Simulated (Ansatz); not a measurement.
A series of calculations on BH3OF

## 1. Relaxation

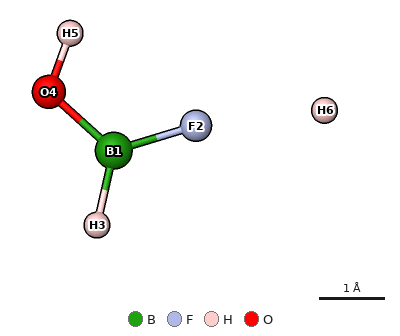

Starting structure of BH3OF (multiplicity 2). The picture is a ball-and-stick view, seen at a tilt.

The run prepares an end point of a later path (reaction) calculation, from a guessed geometry.

The calculation used Ansatz 0.2.0, UKS B3LYP/6-31G*.

The input:
```yaml
crystal:
  periodic: [false, false, false]
  atoms:
    - { symbol: B, position_ang: [0.01515, -0.084086, -0.109469] }
    - { symbol: F, position_ang: [-0.039759, -0.264455, 1.2086] }
    - { symbol: H, position_ang: [1.033139, 0.253154, -0.62303] }
    - { symbol: O, position_ang: [-1.080888, -0.282008, -0.87281] }
    - { symbol: H, position_ang: [-1.851991, -0.554865, -0.348892] }
    - { symbol: H, position_ang: [0.002949, 0.08556, 3.309101] }
magnetization:
  spin_polarized: true
  initial_magnetization: 1
basis:
  gaussian: { orbitals: "6-31G*" }
hamiltonian:
  xc: b3lyp
relax:
  f_tol: 0.03
  max_steps: 50
```

Command:
```bash
ansatz run input.yaml --threads 1 --pin off --max-ram 2048MiB --backend cpu --events-out ev --progress --plain --runs-dir out
```

Where does the relaxation end?

The largest move after the best rigid fit is that of H6, 0.62 Å. By element the largest moves are H 0.62 Å, F 0.19 Å, B 0.13 Å, O 0.12 Å. Among the contacts that change: B1–F2 1.331 → 1.338 Å. Over 7 accepted moves (8 points after the start) the energy falls by 7.05 kJ/mol. The largest force component goes from 0.34 to 0.011 eV/Å. The line search rejected the trial step at point 3 of the run. Cost: 15 s on 1 thread of Arm Neoverse V2 (shared host), peak memory 0.13 GiB.

The structure at the end:

```xyz
6

B     0.0082   -0.1065   -0.2382
F    -0.0106   -0.3879    1.0693
H     1.0134    0.2714   -0.7503
O    -1.1091   -0.2495   -0.9840
H    -1.8611   -0.5631   -0.4556
H     0.0379    0.1889    3.9223
```

The end point in the same view:

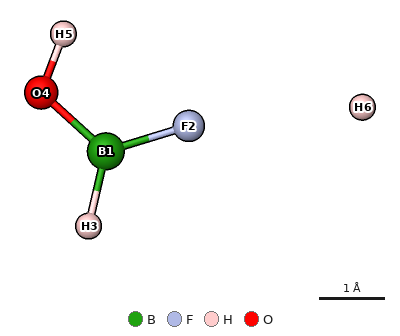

## 2. Relaxation

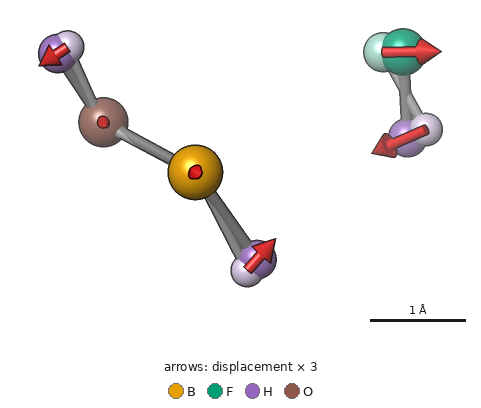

This is a relaxation of BH3OF (multiplicity 2). The starting structure is drawn faded, the final one solid; red arrows show the displacements, 3 times their true length. The two geometries are superimposed by the best rigid fit.

The picture is a ball-and-stick view, seen at a tilt.

The run prepares an end point of a later path (reaction) calculation, from a guessed geometry.

The calculation used UKS B3LYP/6-31G* (Ansatz 0.2.0).

Input
```yaml
crystal:
  periodic: [false, false, false]
  atoms:
    - { symbol: B, position_ang: [0.014856, -0.453663, -0.251749] }
    - { symbol: F, position_ang: [-0.3584, -0.171046, 2.225377] }
    - { symbol: H, position_ang: [0.9275, 0.33052, -0.166096] }
    - { symbol: O, position_ang: [-1.165872, -0.024585, -0.730873] }
    - { symbol: H, position_ang: [-1.838017, -0.721203, -0.771113] }
    - { symbol: H, position_ang: [0.498533, 0.193277, 2.257954] }
magnetization:
  spin_polarized: true
  initial_magnetization: 1
basis:
  gaussian: { orbitals: "6-31G*" }
hamiltonian:
  xc: b3lyp
relax:
  f_tol: 0.03
  max_steps: 50
```

Launched with:
```bash
ansatz run input.yaml --threads 1 --pin off --max-ram 2048MiB --backend cpu --events-out ev --progress --plain --runs-dir out
```

What did the optimiser do to the structure, and how much energy did it gain?

Answer. H6 moves most after the best rigid fit: 0.24 Å. By element the largest moves are H 0.24 Å, F 0.23 Å, B 0.05 Å, O 0.04 Å. Some distances before and after: F2–H6 0.932 → 0.936 Å. Over 10 accepted moves (14 points after the start) the energy falls by 1.02 kJ/mol. The largest force component goes from 0.24 to 0.013 eV/Å. The line search rejected the trial steps at points 2, 5, 9, 11 of the run. The forces were under the threshold at step 10, but the run went on from there.

Limits of the set-up: the start holds two separate molecules, 2.5 Å apart at their closest, whose relative position is a soft coordinate and is computed without a dispersion correction.

## 3. Path

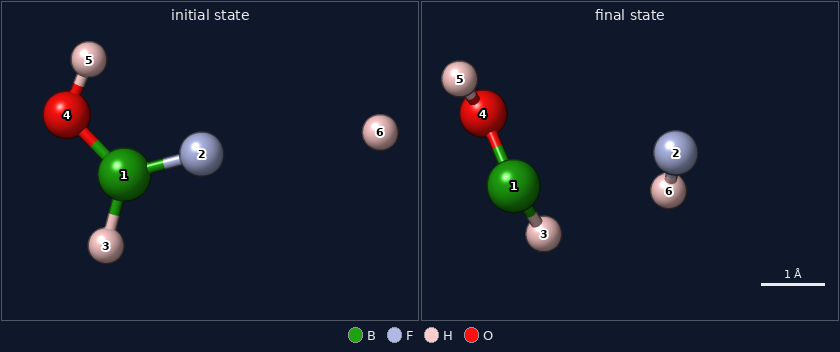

The two relaxed end points of a path for BH3OF (multiplicity 2), made up at the start of BH2OF and H. Style: ball-and-stick. Shown at a tilt.

These are results of UKS B3LYP/6-31G* (Ansatz), not measurements.

Run with 5 movable images; climbing image; force threshold 0.05 eV/Å; iteration limit 60.

Start:
```xyz
6

B     0.0081   -0.1062   -0.2382
F    -0.0105   -0.3882    1.0691
H     1.0133    0.2718   -0.7502
O    -1.1092   -0.2488   -0.9839
H    -1.8613   -0.5626   -0.4557
H     0.0382    0.1872    3.9224
```

End:
```xyz
6

B     0.0272   -0.3688   -0.3122
F    -0.1974   -0.5036    2.3518
H     0.8371    0.4543    0.0391
O    -1.1933    0.0478   -0.6831
H    -1.7780   -0.6732   -0.9617
H     0.3831    0.1968    2.1296
```

**What barrier does the band find between them, and by what path?**

The energy climbs by 230.4 kJ/mol to image 3 and then falls by 60.7 kJ/mol, so the end point sits at +169.7 kJ/mol. Breaking: B1–F2 (1.34 → 1.64 at the top → 2.68 Å). Forming: F2–H6 (2.91 → 1.08 at the top → 0.94 Å). The band converged in 18 iterations, with a climbing image at the top. At the top, the vibrational analysis gives one imaginary mode (1313i cm⁻¹), as a transition state must have.

Energies of the converged images:

```csv
image,path (Å),E (kJ/mol)
0,0.00,0.0
1,0.83,-0.2
2,1.67,5.4
3,2.51,230.4
4,3.09,171.8
5,3.68,169.3
6,4.26,169.7
```

The geometry at the top of the path:

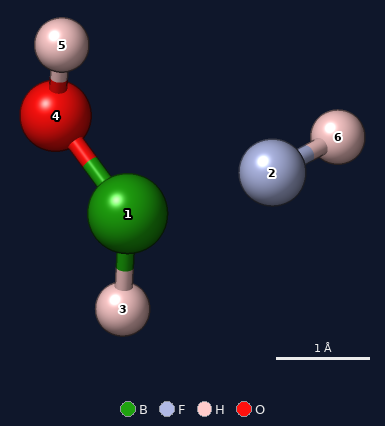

Limits of the set-up: the start holds two separate molecules, 2.9 Å apart at their closest, whose relative position is a soft coordinate and is computed without a dispersion correction.

Cost: 2.4 min on 1 thread of Arm Neoverse V2, on a shared host, peak memory 0.12 GiB.
